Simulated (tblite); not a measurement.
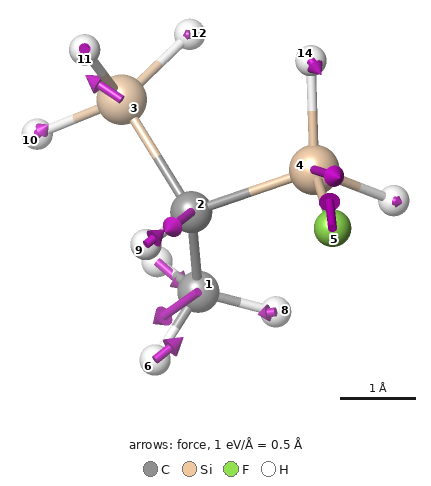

Starting geometry of C₂H₉FSi₂ with the computed forces as purple arrows. The picture is a ball-and-stick view, seen at a tilt.

Method: GFN2-xTB geometry optimisation, gas phase in tblite 0.8.0. 

> Is this structure relaxed? If not, where do the atoms go?

It isn't relaxed: the largest force vector, on a Si atom, is 2.04 eV/Å. The final displacements have little in common with the starting forces (cosine between the two patterns 0.24). The largest move after the best rigid fit is that of an H atom, 1.12 Å. Largest moves by element: H 1.12 Å, F 1.04 Å, Si 0.18 Å, C 0.11 Å. Some distances before and after: F–Si 1.707 → 1.616 Å, C–Si 1.862 → 1.905 Å, C–H 1.123 → 1.088 Å, C–C 1.497 → 1.532 Å. Bond angles that change, for instance: F–Si–H 109.7° → 104.0°, Si–C–Si 107.7° → 113.0°, C–C–H 105.6° → 110.8°. Groups turn about C–C by about 60°, C–Si by about 45°. After 138 geometry steps the energy has fallen by 13.6 kcal/mol. Cost: 1.2 s on 1 thread of Arm Neoverse N1 (shared host).
